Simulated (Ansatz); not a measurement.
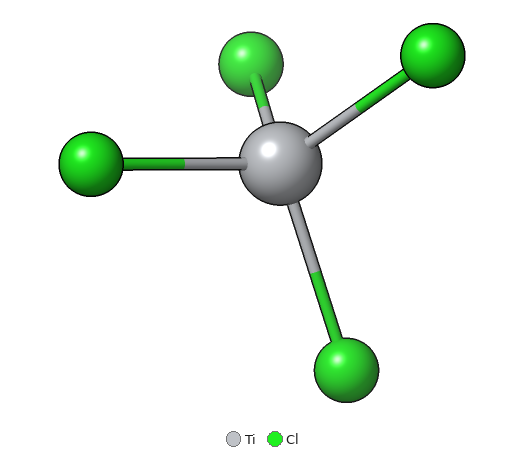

The picture shows a molecular structure as a ball-and-stick model. Every bond is drawn as one stick, whatever its order.

Charge 0, singlet.

Describe the molecule.

It has 5 atoms: 1 titanium and 4 chlorine (TiCl4). The point group is Td. Coordination: 1 Ti tetrahedral.

The parts below concern this one geometry. Atoms keep their numbers from picture to picture. Computed geometry: PBE0-D4/def2-TZVP optimisation.

## Geometry

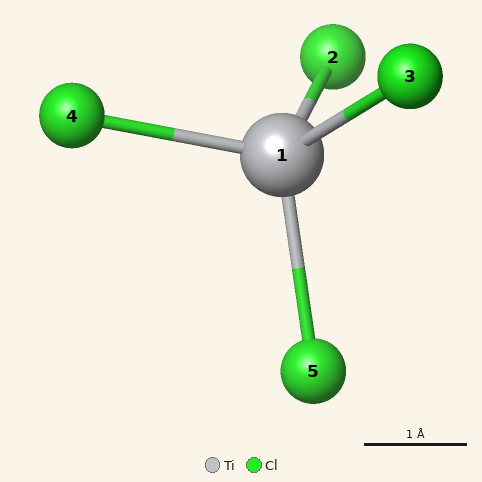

The atoms are numbered.

Give the bond lengths.

```csv
bond,length (Å)
Ti1–Cl2,2.162
Ti1–Cl3,2.162
Ti1–Cl4,2.162
Ti1–Cl5,2.162
```

## Thermal motion

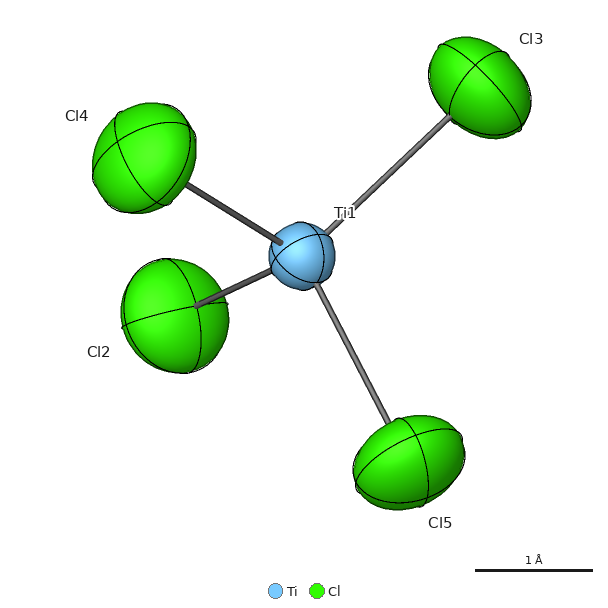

Displacement ellipsoids at the 50 % level, enlarged 3 times, from the internal vibrations of the free molecule (harmonic, no overall translation or rotation; no half-axis is drawn under 0.075 Å). Vibrations computed with RKS PBE0-D4/def2-TZVP (Ansatz 0.2.0). Temperature: 600 K.

Which atom moves most?

Cl2, Cl3, Cl4, Cl5, with U_eq = 0.0099 Å².

List U_eq and the three principal root-mean-square amplitudes for each kind of atom.

| atom | U_eq (Å²) | rms amplitudes (Å) |
| --- | --- | --- |
| Ti1 | 0.0040 | 0.063, 0.063, 0.063 |
| Cl2, Cl3, Cl4, Cl5 | 0.0099 | 0.079, 0.109, 0.109 |

## Vibrations

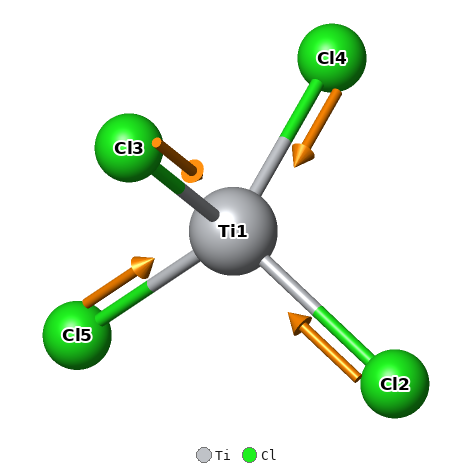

The arrows show one normal mode. Harmonic vibrations computed with RKS PBE0-D4/def2-TZVP (Ansatz 0.2.0) at a stationary point of the same level.

What kind of motion is it?

Mostly in-phase stretching of 4 Ti–Cl bonds.

At what wavenumber does it lie?

395 cm⁻¹; it is mode 6 of 9 counted from the lowest.

## Electronic properties

Method: RKS PBE0-D4/def2-TZVPP (Ansatz 0.2.0).

Computed properties:

- HOMO energy (Kohn–Sham orbital): −9.63 eV
- LUMO energy (Kohn–Sham orbital): −3.73 eV
- HOMO–LUMO gap: 5.90 eV

## Charges

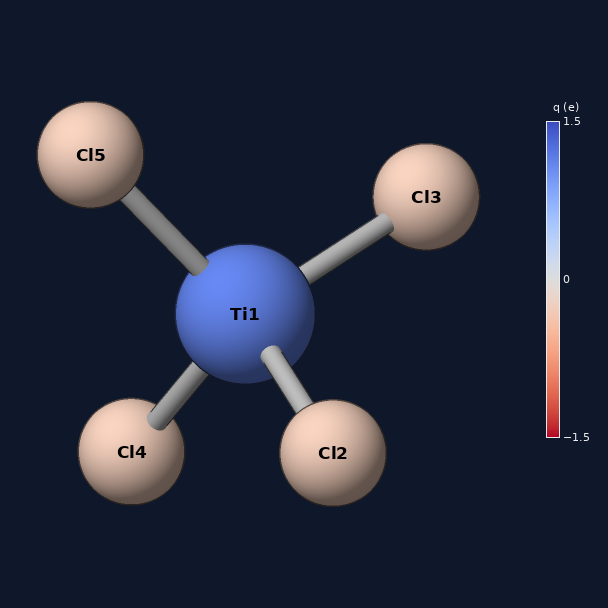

Atoms are coloured by their Mulliken charges. Properties computed with RKS PBE0-D4/def2-TZVP (Ansatz 0.2.0).

List the Mulliken charges.

```csv
atom,value (e)
Ti1,1.10
Cl2,−0.28
Cl3,−0.28
Cl4,−0.28
Cl5,−0.28
```

Mulliken values depend strongly on the basis set and can even reverse the polarity of a bond.
